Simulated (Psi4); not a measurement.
**CH3BFNO (SMILES NC1(F)BO1) at 3 levels**

Wanted: a comparison of 3 runs (BHLYP/6-31G*, M06-2X/6-31G*, wB97X/6-31G*) of CH3BFNO. 

The results are computed with Psi4 1.11.

2 further runs of the same task are left out: 2 set aside as unsound or not needed.

### Step 1. The system as given

The species is CH3BFNO (8 atoms), meant as a singlet with charge 0. As SMILES, `NC1(F)BO1`. One bond was lengthened or shortened from a relaxed shape.

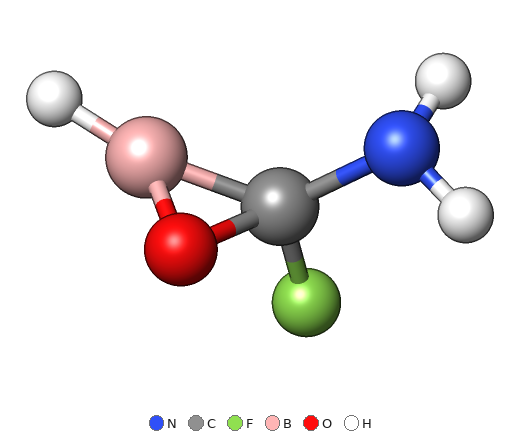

The structure, seen from a chosen angle (nitrogen blue, carbon grey, fluorine green, boron pink, oxygen red, hydrogen white).

### Step 2. Energy and gradient at BHLYP/6-31G(d) (spherical functions) (run 1)

job.py

```python
import psi4

psi4.set_memory(2200000000)
psi4.set_num_threads(1)
psi4.core.set_output_file('output.dat', False)

molecule = psi4.geometry("""
0 1
N     -0.95200245     2.51309386     0.48328234
C      0.10223418    -0.11565124    -0.54726469
F      0.23073556    -0.25076666    -3.13373283
B      0.63797154    -2.47024999     0.97339793
O      2.54527212    -0.89384046     0.48244708
H     -2.85779124     2.55410092     0.53392700
H     -0.27982687     4.01202462    -0.50088703
H      0.33485947    -4.42781728     2.00670017
units bohr
symmetry c1
""")

psi4.set_options({
    'basis': '6-31G*',
    'puream': True,
    'e_convergence': 1e-09,
    'd_convergence': 1e-08,
    'scf_type': 'pk',
    'dft_radial_points': 99,
    'dft_spherical_points': 590,
})

E = psi4.gradient('bhhlyp')
print('gradient / Eh bohr^-1')
print(E.np.round(6))
```

On the command line:

```console
$ python job.py
```

output.dat:

```text
[...]
  Running in c1 symmetry.
[...]
  Nuclear repulsion =  162.172174889364385
[...]
  Multiplicity = 1
[...]
  Nalpha       = 19
  Nbeta        = 19
[...]
    Number of basis functions: 76
[...]
   @RKS iter   1:  -294.23091030936547   -6.41576e-01   8.16876e-03 ADIIS/DIIS
[...]
   @RKS iter  12:  -294.38802577627644   -5.79803e-12   6.88635e-09 DIIS
[...]
    Orbital Energies [Eh]
    ---------------------
    Doubly Occupied:
       1A    -25.313831     2A    -19.742887     3A    -14.815829
       4A    -10.755065     5A     -7.134448     6A     -1.372262
       7A     -1.218022     8A     -0.979524     9A     -0.737381
      10A     -0.633738    11A     -0.597946    12A     -0.583039
      13A     -0.558517    14A     -0.523350    15A     -0.503102
      16A     -0.455593    17A     -0.434411    18A     -0.353535
      19A     -0.332801
[...]
  @RKS Final Energy:  -294.38802577627644
   => Energetics <=
    Nuclear Repulsion Energy =            162.1721748893643849
    One-Electron Energy =                -725.4161094085236527
    Two-Electron Energy =                 287.7714180823551260
    DFT Exchange-Correlation Energy =     -18.9155093394723224
    Empirical Dispersion Energy =           0.0000000000000000
    VV10 Nonlocal Energy =                  0.0000000000000000
    Total Energy =                       -294.3880257762764359
[...]
 Multipole Moments:
 ------------------------------------------------------------------------------------
     Multipole            Electronic (a.u.)      Nuclear  (a.u.)        Total (a.u.)
 ------------------------------------------------------------------------------------
 L = 1.  Multiply by 2.5417464519 to convert [e a0] to [Debye]
 Dipole X            :          1.3315317           -2.0602217           -0.7286900
 Dipole Y            :         -2.5194123            2.4930821           -0.0263302
 Dipole Z            :         -2.2320563            2.3368360            0.1047797
 Magnitude           :                                                    0.7366554
[...]
  -Total Gradient:
     Atom            X                  Y                   Z
    ------   -----------------  -----------------  -----------------
       1       -0.036914300641     0.070290024432     0.018568311563
       2        0.018121337831    -0.063782291873    -0.010084384496
       3        0.005319276664    -0.007291401451    -0.018994241792
       4       -0.000995233471    -0.003838685202    -0.002322706315
       5        0.017395777861    -0.006988456782     0.001381201934
       6       -0.003599980913     0.006051076604     0.006252716239
       7        0.000581269509     0.009371427244     0.003018706761
       8        0.000088355599    -0.003812509434     0.002184249459
[...]
```

Standard output:

```text
gradient / Eh bohr^-1
[[-3.6914e-02  7.0290e-02  1.8568e-02]
 [ 1.8121e-02 -6.3782e-02 -1.0084e-02]
 [ 5.3190e-03 -7.2910e-03 -1.8994e-02]
 [-9.9500e-04 -3.8390e-03 -2.3230e-03]
 [ 1.7396e-02 -6.9880e-03  1.3810e-03]
 [-3.6000e-03  6.0510e-03  6.2530e-03]
 [ 5.8100e-04  9.3710e-03  3.0190e-03]
 [ 8.8000e-05 -3.8130e-03  2.1840e-03]]
```

Run time: 11 s. Hardware: 1 thread of Intel Xeon 6975P-C (Granite Rapids), shared host; peak memory 1.1 GiB.

### Step 3. A single-point energy at M06-2X/6-31G(d) (spherical functions) (run 2)

calc.py

```python
import psi4

psi4.set_memory('2200 MB')
psi4.set_num_threads(1)
psi4.set_output_file('output.dat', False)

m = psi4.geometry("""
N
C 1 1.5949
F 2 1.372252 1 113.81733
B 2 1.510109 3 118.63327 1 172.80325
O 4 1.334943 2 61.48613 3 92.20994
H 1 1.009089 2 112.17407 3 84.90224
H 1 1.013371 6 110.34172 2 126.41105
H 4 1.182289 5 137.74032 2 178.17212
symmetry c1
no_reorient
no_com
""")

psi4.set_options({
    'reference': 'rks',
    'puream': True,
    'e_convergence': 1e-09,
    'd_convergence': 1e-08,
    'scf_type': 'pk',
    'dft_radial_points': 99,
    'dft_spherical_points': 590,
})

E, wfn = psi4.energy('m06-2x/6-31G*', return_wfn=True)
psi4.oeprop(wfn, 'WIBERG_LOWDIN_INDICES', 'MAYER_INDICES', 'LOWDIN_CHARGES')
print(f'total energy {E:.8f} hartree = {E * 27.211386:.5f} eV')
for k, v in sorted(psi4.core.scalar_variables().items()):
    print(f'{k:45s} {v:18.10f}')
```

On the command line:

```console
$ python calc.py
```

output.dat:

```text
[...]
  Running in c1 symmetry.
[...]
  Nuclear repulsion =  162.172197198206902
[...]
  Multiplicity = 1
[...]
  Nalpha       = 19
  Nbeta        = 19
[...]
    Number of basis functions: 76
[...]
   @RKS iter   1:  -294.27444179532296   -5.82686e-01   7.88915e-03 ADIIS/DIIS
[...]
   @RKS iter  12:  -294.42396912047434   -5.40012e-12   7.89290e-09 DIIS
[...]
    Orbital Energies [Eh]
    ---------------------
    Doubly Occupied:
       1A    -25.249840     2A    -19.689851     3A    -14.761585
       4A    -10.702979     5A     -7.092098     6A     -1.353803
       7A     -1.201468     8A     -0.963540     9A     -0.732643
      10A     -0.631172    11A     -0.598432    12A     -0.583497
      13A     -0.555352    14A     -0.522551    15A     -0.501358
      16A     -0.455181    17A     -0.437282    18A     -0.352219
      19A     -0.332179
[...]
  @RKS Final Energy:  -294.42396912047434
   => Energetics <=
    Nuclear Repulsion Energy =            162.1721971982069022
    One-Electron Energy =                -725.2398361342213775
    Two-Electron Energy =                 286.1807119274051274
    DFT Exchange-Correlation Energy =     -17.5370421118650590
    Empirical Dispersion Energy =           0.0000000000000000
    VV10 Nonlocal Energy =                  0.0000000000000000
    Total Energy =                       -294.4239691204743394
[...]
 Multipole Moments:
 ------------------------------------------------------------------------------------
     Multipole            Electronic (a.u.)      Nuclear  (a.u.)        Total (a.u.)
 ------------------------------------------------------------------------------------
 L = 1.  Multiply by 2.5417464519 to convert [e a0] to [Debye]
 Dipole X            :          0.3148743           -0.9505590           -0.6356848
 Dipole Y            :         -1.1611574            1.1707038            0.0095464
 Dipole Z            :          3.4326338           -3.6941383           -0.2615045
 Magnitude           :                                                    0.6874379
[...]
```

On the terminal:

```text
total energy -294.42396912 hartree = -8011.68427 eV
CURRENT ENERGY                                   -294.4239691205
CURRENT REFERENCE ENERGY                         -294.4239691205
DD SOLVATION ENERGY                                 0.0000000000
DFT FUNCTIONAL TOTAL ENERGY                      -294.4239691205
DFT TOTAL ENERGY                                 -294.4239691205
DFT VV10 ENERGY                                     0.0000000000
DFT XC ENERGY                                     -17.5370421119
GRID ELECTRONS ALPHA                               18.9999999988
GRID ELECTRONS BETA                                18.9999999988
GRID ELECTRONS TOTAL                               37.9999999976
NUCLEAR REPULSION ENERGY                          162.1721971982
ONE-ELECTRON ENERGY                              -725.2398361342
PCM POLARIZATION ENERGY                             0.0000000000
PE ENERGY                                           0.0000000000
SCF ITERATION ENERGY                             -294.4239691205
SCF ITERATIONS                                     12.0000000000
SCF TOTAL ENERGY                                 -294.4239691205
TWO-ELECTRON ENERGY                               286.1807119274
XC GRID RADIAL POINTS                              99.0000000000
XC GRID SPHERICAL POINTS                          590.0000000000
XC GRID TOTAL POINTS                           442301.0000000000
```

It took 19 s on 1 thread of Intel Xeon 6975P-C (Granite Rapids), shared host; peak memory 1.4 GiB.

### Step 4. Energy and forces at wB97X/6-31G(d) (spherical functions) (run 3)

ch3bfno.dat

```
memory 2200 mb

molecule geom {
  0 1
  N     -0.503778     1.329872     0.255742
  C      0.054100    -0.061200    -0.289600
  F      0.122100    -0.132700    -1.658300
  B      0.337600    -1.307200     0.515100
  O      1.346900    -0.473000     0.255300
  H     -1.512278     1.351572     0.282542
  H     -0.148078     2.123072    -0.265058
  H      0.177200    -2.343100     1.061900
  symmetry c1
}

set {
  basis                6-31G*
  puream               true
  e_convergence        1e-09
  d_convergence        1e-08
  scf_type             pk
  dft_radial_points    99
  dft_spherical_points 590
}

e_tot, wfn = gradient('wb97x', return_wfn=True)
oeprop(wfn, 'MAYER_INDICES', 'DIPOLE', 'MULLIKEN_CHARGES', title='WB97X')
```

On the command line:

```console
$ psi4 ch3bfno.dat ch3bfno.out -n 1
```

ch3bfno.out (excerpt; [...] marks lines left out):

```text
[...]
  Running in c1 symmetry.
[...]
  Nuclear repulsion =  162.172174828222012
[...]
  Multiplicity = 1
[...]
  Nalpha       = 19
  Nbeta        = 19
[...]
    Number of basis functions: 76
[...]
   @RKS iter   1:  -294.30401927303416   -7.49729e-01   8.28318e-03 ADIIS/DIIS
[...]
   @RKS iter  12:  -294.46528836912199   -1.43245e-11   8.71800e-09 DIIS
[...]
  @RKS Final Energy:  -294.46528836912199
   => Energetics <=
    Nuclear Repulsion Energy =            162.1721748282220119
    One-Electron Energy =                -725.3398437159357854
    Two-Electron Energy =                 294.5834494330522944
    DFT Exchange-Correlation Energy =     -25.8810689144605526
    Empirical Dispersion Energy =           0.0000000000000000
    VV10 Nonlocal Energy =                  0.0000000000000000
    Total Energy =                       -294.4652883691219927
[...]
  -Total Gradient:
     Atom            X                  Y                   Z
    ------   -----------------  -----------------  -----------------
       1       -0.039675886596     0.072006255276     0.014633795747
       2        0.023030455955    -0.065123687568    -0.013632613698
       3        0.004648638758    -0.006629425854    -0.009455683941
       4        0.007159538302     0.000673103585    -0.003702269916
       5        0.003292498342    -0.012396955656     0.001116754894
       6        0.002867944497     0.005919185078     0.005503045450
       7       -0.001760930785     0.004204179041     0.006073485728
       8        0.000296166156     0.001222258356    -0.000470119474
[...]
 Multipole Moments:
 ------------------------------------------------------------------------------------
     Multipole            Electronic (a.u.)      Nuclear  (a.u.)        Total (a.u.)
[...]
  Mulliken Charges: (a.u.)
   Center  Symbol    Alpha    Beta     Spin     Total
       1     N     3.90134  3.90134  0.00000 -0.80268
       2     C     2.74324  2.74324  0.00000  0.51351
       3     F     4.65677  4.65677  0.00000 -0.31354
       4     B     2.37920  2.37920  0.00000  0.24160
       5     O     4.17237  4.17237  0.00000 -0.34475
       6     H     0.33129  0.33129  0.00000  0.33742
       7     H     0.33169  0.33169  0.00000  0.33663
       8     H     0.48410  0.48410  0.00000  0.03180
   Total alpha = 19.00000, Total beta = 19.00000, Total charge =  0.00000
[...]
```

Run time: 17 s. Hardware: 1 thread of Intel Xeon 6975P-C (Granite Rapids), shared host; peak memory 1.2 GiB.

### Step 5. All runs side by side

| run | level | task | properties | energy (Eh) | dipole moment (D) | HOMO energy (eV) | LUMO energy (eV) | wall time |
| --- | --- | --- | --- | --- | --- | --- | --- | --- |
| 1 | BHLYP/6-31G* (spherical functions) | gradient | – | -294.388026 | 1.87 | -9.06 | 0.71 | 11 s |
| 2 | M06-2X/6-31G* (spherical functions) | energy | (wiberg, mayer, lowdin) | -294.423969 | 1.75 | -9.04 | 0.61 | 19 s |
| 3 | wB97X/6-31G* (spherical functions) | gradient | (mayer, dipole, mulliken) | -294.465288 | 1.73 | -10.03 | 2.02 | 17 s |

### Step 6. Summary of results

| quantity | value |
| --- | --- |
| run 3: total energy | -294.46529 Eh |
| run 3: dipole moment | 1.73 D |
| run 3: HOMO energy | -10.03 eV |
| run 3: LUMO energy | 2.02 eV |
| run 3: HOMO–LUMO gap | 12.05 eV |
| run 3: largest force on an atom | 4.294 eV/Å |

What this shows: The dipole moment (its size) runs from 1.73 D (wB97X/6-31G*) to 1.87 D (BHLYP/6-31G*). The HOMO–LUMO gap runs from 9.65 eV (M06-2X/6-31G*) to 12.05 eV (wB97X/6-31G*). Totals of different functionals can't be ranked against each other. All runs together took 47 s, the longest 19 s.
